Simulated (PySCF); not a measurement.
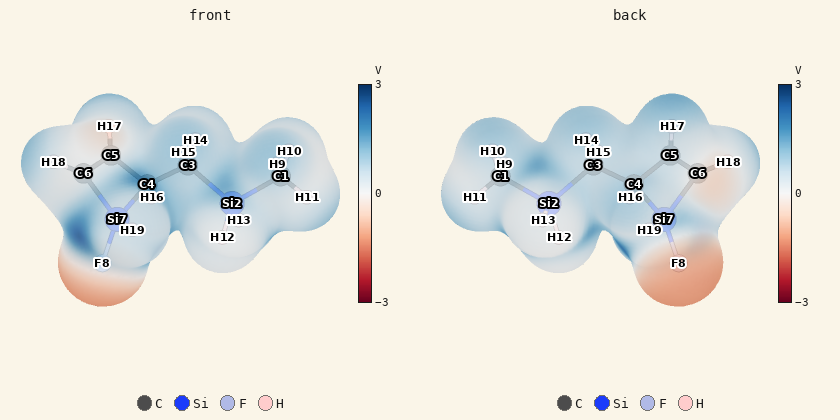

Figure 1: C5H11FSi2. The electrostatic potential painted on the density surface at 0.004 e/bohr³, seen from the front and from behind; the colour scale runs from red (negative) to blue (positive).

Geometry: GFN2-xTB.

Computed with PySCF, PBE0/pcSseg-1, SCF density, gas phase, non-relativistic.

```xyz
19

C     3.2837   -0.3209    0.2360
Si    1.5381   -0.9127   -0.2172
C     0.3554    0.5767   -0.2216
C    -1.0771    0.1975   -0.5798
C    -2.0549    1.3488   -0.5102
C    -2.9910    0.9768    0.3690
Si   -2.1774   -0.6818    0.7373
F    -2.9471   -2.0122    0.2282
H     3.3080    0.1328    1.2225
H     3.6541    0.4145   -0.4721
H     3.9826   -1.1510    0.2406
H     1.0773   -1.9016    0.7673
H     1.5571   -1.5287   -1.5516
H     0.7126    1.3254   -0.9355
H     0.3554    1.0625    0.7576
H    -1.0823   -0.2667   -1.5704
H    -1.9669    2.2712   -1.0639
H    -3.8574    1.5390    0.6773
H    -1.6799   -1.0604    2.0437
```

Where is the surface potential most negative and most positive?

Answer. The most negative region (about −1.3 V, or −30 kcal/mol for a unit charge) lies over F8, the most positive (about +2.1 V, or +48 kcal/mol for a unit charge) over Si7.

What dipole moment does the calculation give?

Answer. Its dipole moment is 2.35 D.
